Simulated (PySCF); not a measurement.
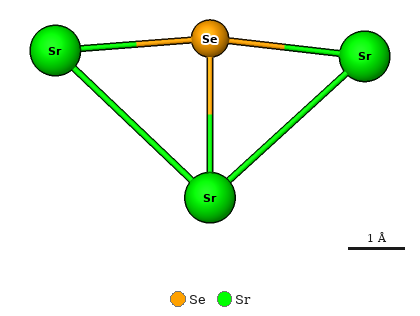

Figure 1. The input geometry (ball-and-stick view, seen on its broad side). Sticks mark near contacts. Bond lengths as drawn: Se–Sr 2.85 to 2.92 Å and Sr–Sr 3.88 Å.

# Sr₃Se (charge +1): frequency calculation

The run: frequency calculation of Sr₃Se, charge +1, multiplicity 2. Method and program: UKS-based PBE0, Se def2-TZVP, Sr def2-TZVP with ECP28; non-relativistic Hamiltonian with a scalar-relativistic core potential; density fitting (PySCF 2.14.0).

## The input
```python
from pyscf import gto, scf, dft
mol = gto.M(atom='''
Se     0.000000     0.000000    -0.886294
Sr     0.000000     0.000000     2.032618
Sr     2.836751     0.000000    -0.613437
Sr    -2.836751     0.000000    -0.613437''',
    basis={'Se': 'def2-TZVP', 'Sr': 'def2-TZVP'},
    ecp={'Sr': 'def2-TZVP'},
    charge=1, spin=1)
mf = dft.UKS(mol, xc='PBE0')
mf.grids.atom_grid = (75, 302)
aux = {'Se': 'def2-universal-JKFIT', 'Sr': 'def2-universal-JKFIT'}
mf = mf.density_fit(auxbasis=aux)
mf.conv_tol = 1e-09
mf.diis_space = 10
mf.max_cycle = 60
mf.verbose = 4
mf.kernel()
```

The script is an equivalent of the set-up of the self-consistent field. The run itself was carried out by a driver, which started from the orbitals of the step before it where there was one and computed the further properties.

Run as:
```bash
OMP_NUM_THREADS=4 python axn.py task.json out
```

## What the program printed
```
init E= -2493.31503818582
  alpha nocc = 32  HOMO = -0.244538831486041  LUMO = -0.173337934338169
  beta  nocc = 31  HOMO = -0.250473545677574  LUMO = -0.189332134443039
  HOMO = -0.244538831486  LUMO = -0.189332134443  gap/eV = 1.50225
cycle= 1 E= -2493.31503818584  delta_E= -2.41e-11  |g|= 2.49e-06  |ddm|= 2.51e-05
  alpha nocc = 32  HOMO = -0.244538925002031  LUMO = -0.17333810490136
  beta  nocc = 31  HOMO = -0.25047385705568  LUMO = -0.189332401003694
  HOMO = -0.244538925002  LUMO = -0.189332401004  gap/eV = 1.50225
Extra cycle  E= -2493.31503818586  delta_E= -2.18e-11  |g|= 3.81e-06  |ddm|= 2.15e-05
converged SCF energy = -2493.31503818586  <S^2> = 0.82913278  2S+1 = 2.0776263
```

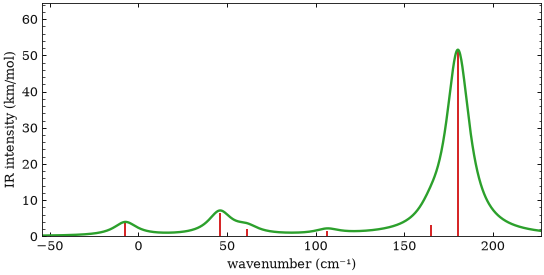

Figure 2. Harmonic infrared spectrum, unscaled: sticks (degenerate modes added up, dark ones marked on the axis) with a Lorentzian envelope of 16 cm⁻¹ full width, scaled to the tallest stick. 6 modes from 7i to 180 cm⁻¹, none imaginary beyond the noise of the force constants (under 8i cm⁻¹). The strongest line is at 180 cm⁻¹ (52 km/mol). All modes, in cm⁻¹ (km/mol): 7i (3.8), 46 (6.5), 61 (2.0), 107 (1.4), 165 (3.0), 180 (52).

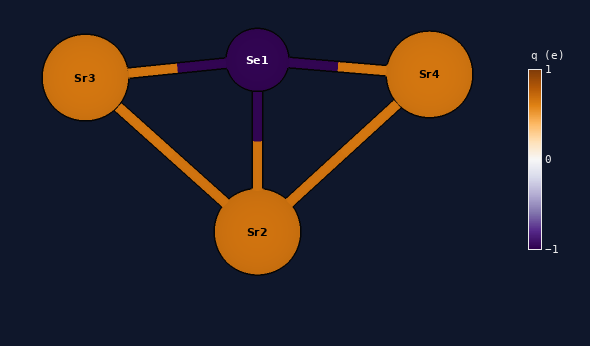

Figure 3. Mulliken charges, as the colour of each atom (ball-and-stick view, seen at a tilt; atoms are numbered from 1 in the order of the input). By element: Se −0.97 and Sr +0.65 to +0.67 e.

## Key numbers

| quantity | value |
| --- | --- |
| outcome | converged |
| total energy | −2493.315038 hartree |
| ⟨S²⟩ | 0.829 |
| zero-point energy | 0.001274 hartree |
| wavenumbers, lowest and highest | 7i and 180 cm⁻¹ |
| hardware | 4 threads of Intel Xeon @ 2.50GHz (Skylake/Cascade Lake), 189 GiB of memory available, shared host |
| wall time | 3 min (CPU time 9.9 min) |
| peak memory | 1.5 GiB |

## Remarks

Checks after the run noted: a mode under 25 cm-1 is near the numerical noise.
